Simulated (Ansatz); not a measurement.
# CH5AlF2Si: rigid torsion scan

Aim: a rigid torsion scan, for CH5AlF2Si, run from a script. SMILES: F[SiH2][CH](F)[AlH2].

All numbers are computed with the Python package of Ansatz 0.2.0. Level of theory: PBE0+D3(BJ)/def2-SVP.

## 1. Starting point

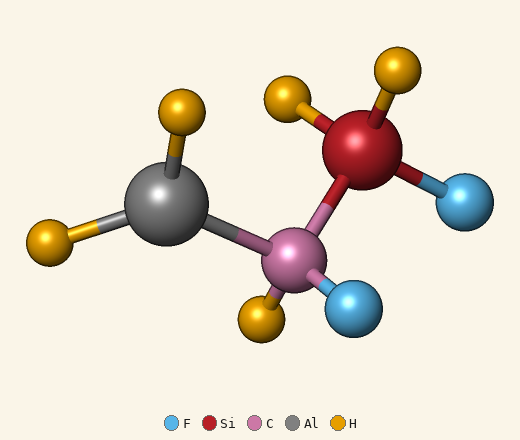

The structure that the script starts from, seen from a chosen angle (fluorine blue, silicon red, carbon pink, aluminium grey, hydrogen amber).

The script holds or builds the structure itself.

## 2. The code

Input file ch5alf2si_torsion.py:

```python
"""Energy of CH5AlF2Si as one group turns about a bond."""

import warnings

import ansatz
from ase import Atoms

warnings.simplefilter("ignore", ansatz.DeckWarning)

atoms = Atoms(["F", "Si", "C", "F", "Al", "H", "H", "H", "H", "H"], positions=[
    (-2.1374, -1.3461, 1.3242),
    (-1.0618, -0.1041, 0.9492),
    (0.0244, -0.6906, -0.4396),
    (-0.6265, -0.9535, -1.552),
    (1.3938, 0.715, -0.8718),
    (-1.762, 1.1339, 0.5231),
    (-0.2262, 0.1908, 2.15),
    (0.6239, -1.5959, -0.1104),
    (0.9008, 2.1786, -1.294),
    (2.954, 0.4208, -0.6756),
])

# relax first, so that the scan starts from a minimum
first = (
    ansatz.Crystal.molecule_from_ase(atoms).calculation()
    .basis(gaussian="def2-SVP")
    .functional("PBE0", dispersion="d3bj")
    .relax(force_tolerance=0.02, max_steps=80)
)
atoms.positions = first.run(threads=1, pin="off").report["positions_ang"]

start = atoms.get_dihedral(3, 2, 1, 0)
energies = {}
for turn in range(0, 360, 40):
    turned = atoms.copy()
    turned.set_dihedral(3, 2, 1, 0, start + turn, indices=[0, 1, 5, 6])
    model = (
        ansatz.Crystal.molecule_from_ase(turned).calculation()
        .basis(gaussian="def2-SVP")
        .functional("PBE0", dispersion="d3bj")
    )
    energies[round((start + turn) % 360)] = model.run(threads=1, pin="off").report["free_energy_ev"]
floor = min(energies.values())
print("dihedral F3-C2-Si1-F0 (deg)   E - E(min) (eV)")
for angle, e in sorted(energies.items()):
    print(f"{angle:8d} {(e - floor):14.3f}  " + "#" * int(30 * (e - floor) / max(max(energies.values()) - floor, 1e-9)))
```

## 3. What the engine is handed

The package turns the script's settings into the engine's input (first run):

```yaml
crystal:
  periodic: [false, false, false]
  atoms:
    - { symbol: F, position_ang: [-2.1374, -1.3461, 1.3242] }
    - { symbol: Si, position_ang: [-1.0618, -0.1041, 0.9492] }
    - { symbol: C, position_ang: [0.0244, -0.6906, -0.4396] }
    - { symbol: F, position_ang: [-0.6265, -0.9535, -1.552] }
    - { symbol: Al, position_ang: [1.3938, 0.715, -0.8718] }
    - { symbol: H, position_ang: [-1.762, 1.1339, 0.5231] }
    - { symbol: H, position_ang: [-0.2262, 0.1908, 2.15] }
    - { symbol: H, position_ang: [0.6239, -1.5959, -0.1104] }
    - { symbol: H, position_ang: [0.9008, 2.1786, -1.294] }
    - { symbol: H, position_ang: [2.954, 0.4208, -0.6756] }
basis:
  gaussian:
    orbitals: def2-SVP
hamiltonian:
  xc: pbe0
  dispersion: d3bj
relax:
  f_tol: 0.02
  max_steps: 80
```

## 4. Running it

Run with:

```sh
$ python ch5alf2si_torsion.py
```

The log of the run:

```text
dihedral F3-C2-Si1-F0 (deg)   E - E(min) (eV)
      27          0.156  ###################
      67          0.051  ######
     107          0.117  ##############
     147          0.115  ##############
     187          0.081  #########
     227          0.070  ########
     267          0.000
     307          0.079  #########
     347          0.244  ##############################
```

Run time: 2.6 min. Hardware: 1 thread of Arm Neoverse V2, shared host; peak memory 0.3 GiB.

## 5. How the relaxation of run 0 went

Step by step:

| step | energy from step 1 (eV) | largest force component (eV/Å) |
| --- | --- | --- |
| 1 | 0.0000 | 2.9885 |
| 2 | -0.2136 | 1.4806 |
| 3 | -0.2842 | 0.3321 |
| 4 | -0.2926 | 0.0942 |
| 5 | -0.2958 | 0.0821 |
| 6 | -0.2978 | 0.0357 |
| 7 | -0.2998 | 0.1078 |
| 8 | -0.3017 | 0.1482 |
| 9 | -0.3050 | 0.1964 |
| 10 | -0.2994 | 0.3502 |
| 11 | -0.3128 | 0.1085 |
| 12 | -0.3179 | 0.0551 |
| 13 | -0.3227 | 0.0765 |
| 14 | -0.3230 | 0.1895 |
| 15 | -0.3263 | 0.1548 |
| 16 | -0.3285 | 0.0431 |
| 17 | -0.3274 | 0.1381 |
| 18 | -0.3298 | 0.0133 |
| 19 | -0.3306 | 0.0526 |
| 20 | -0.3310 | 0.0434 |
| 21 | -0.3316 | 0.0262 |
| 22 | -0.3316 | 0.0256 |
| 23 | -0.3317 | 0.0163 |
| 24 | -0.3318 | 0.0099 |

Step 1 is the start. Steps 10, 17, 22 were tried and not accepted.

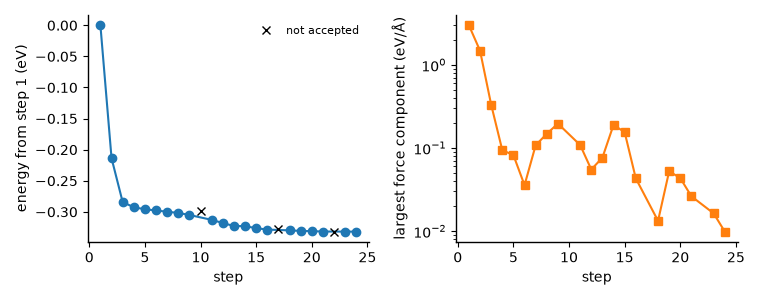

Energy and largest force along the relaxation.

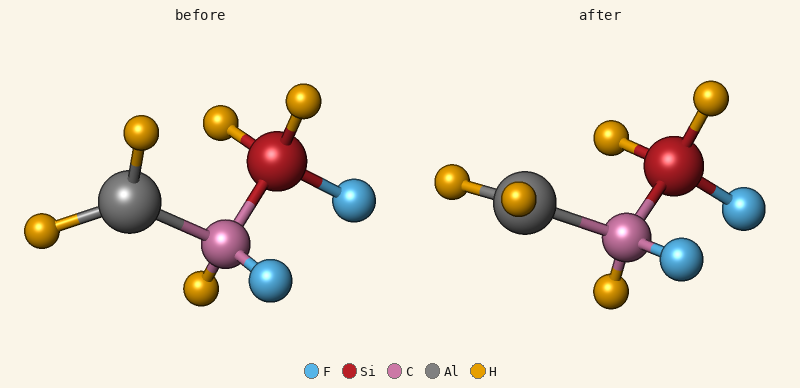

The structure before (left) and after (right) the relaxation, drawn at the same scale.

Before: Bond lengths: F1–Si2 1.685 Å, Si2–C3 1.858 Å, C3–F4 1.315 Å, C3–Al5 2.009 Å, Si2–H6 1.485 Å, Si2–H7 1.492 Å, C3–H8 1.135 Å, Al5–H9 1.601 Å, Al5–H10 1.600 Å. Angles (14 of 15 angles, heavy atoms first): F1–Si2–C3 107.9°, Si2–C3–F4 113.9°, Si2–C3–Al5 109.8°, F4–C3–Al5 107.2°, F1–Si2–H6 112.2°, F1–Si2–H7 108.9°, C3–Si2–H6 108.9°, C3–Si2–H7 109.7°, Si2–C3–H8 110.1°, F4–C3–H8 110.3°, Al5–C3–H8 105.1°, C3–Al5–H9 119.1°, C3–Al5–H10 120.6°, H6–Si2–H7 109.3°.

After: Bond lengths: F1–Si2 1.628 Å, Si2–C3 1.874 Å, C3–F4 1.401 Å, C3–Al5 1.987 Å, Si2–H6 1.488 Å, Si2–H7 1.491 Å, C3–H8 1.113 Å, Al5–H9 1.585 Å, Al5–H10 1.589 Å. Angles (14 of 15 angles, heavy atoms first): F1–Si2–C3 111.6°, Si2–C3–F4 110.2°, Si2–C3–Al5 116.6°, F4–C3–Al5 110.1°, F1–Si2–H6 107.4°, F1–Si2–H7 107.7°, C3–Si2–H6 110.3°, C3–Si2–H7 108.3°, Si2–C3–H8 106.0°, F4–C3–H8 108.4°, Al5–C3–H8 105.1°, C3–Al5–H9 119.1°, C3–Al5–H10 117.9°, H6–Si2–H7 111.5°.

Run 0 is this relaxation; the runs after it count from 1.

## 6. Run by run

From the records of these 9 runs:

| run | turn (°) | energy from run 6 (eV) | SCF cycles | CPU time (s) |
| --- | --- | --- | --- | --- |
| 1 | 0 | 0.0514 | 16 | 3.5 |
| 2 | 40 | 0.1171 | 16 | 3.5 |
| 3 | 80 | 0.1150 | 17 | 3.8 |
| 4 | 120 | 0.0812 | 17 | 3.6 |
| 5 | 160 | 0.0704 | 17 | 3.8 |
| 6 | 200 | 0.0000 | 16 | 3.6 |
| 7 | 240 | 0.0786 | 16 | 3.6 |
| 8 | 280 | 0.2441 | 16 | 3.6 |
| 9 | 320 | 0.1559 | 16 | 3.6 |

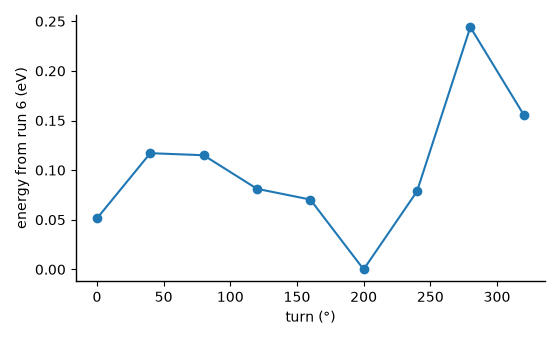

Energy against turn; lines join the points.

## 7. Outcome

| quantity | value |
| --- | --- |
| runs compared | 9 |
| range of energy | 0.244 eV |
| lowest point, turn (°) | 200 |

The lowest point is at 267° and the highest at 347°, 0.244 eV (23.5 kJ/mol) above it, with the rest of the molecule held. Run 0: The relaxation took 20 moves; the largest shift is 1.256 Å, of atom 9 (H). So large a move can change the bonding: the results belong to the relaxed structure. The scan is rigid and the energies are electronic, in a modest basis. With rigid groups the curve can differ much from the relaxed path, the start wasn't checked as a minimum of this torsion, and equivalent turns needn't return to the same energy.
